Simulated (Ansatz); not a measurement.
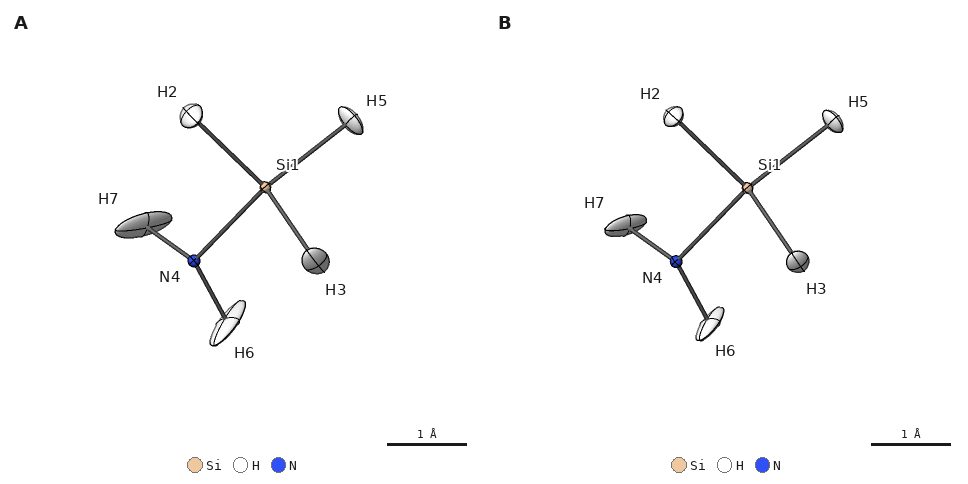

Displacement ellipsoids at the 50 % level, scaled by 0.7, from the internal vibrations of the free molecule (harmonic, no overall translation or rotation; no half-axis is drawn under 0.075 Å). Vibrations computed with RKS PBE0-D4/def2-TZVP (Ansatz 0.2.0). One panel is for 298 K, the other for 600 K.

**Which panel is for 600 K?**

A.

**How much does the mean-square displacement of H6 grow, and why?**

U_eq goes from 0.0450 to 0.0799 Å², a factor of 1.8. Modes below kT (417 cm⁻¹ at 600 K) grow about in proportion to T, and the lowest lies at 173 cm⁻¹; the mean-square amplitude of a mode is its zero-point value times coth(ħω/2kT), which comes close to 1 only above about 3kT.
